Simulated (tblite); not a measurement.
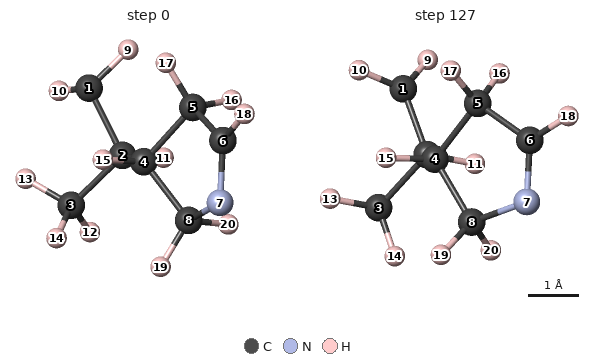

The structure of C₇H₁₂N (multiplicity 2) before (left) and after (right) a relaxation, at one scale.

The picture is a ball-and-stick view, seen from a free direction.

Level of theory: GFN2-xTB geometry optimisation, gas phase (tblite). 

What changed between the two?

Over 127 geometry steps the energy falls by 27.2 kcal/mol. H14 moves most after the best rigid fit: 1.15 Å. Largest moves by element: H 1.15 Å, C 0.49 Å, N 0.29 Å. Among the contacts that change: C1–C2 1.537 → 1.475 Å, C2–C4 1.486 → 1.544 Å, C1–H9 1.129 → 1.072 Å, C1–H10 1.113 → 1.073 Å. Among the angles between lasting bonds that change: C2–C1–H10 106.2° → 119.6°, C2–C1–H9 108.6° → 121.9°, H9–C1–H10 108.2° → 118.4°. Groups turn about C2–C3 by about 60°.
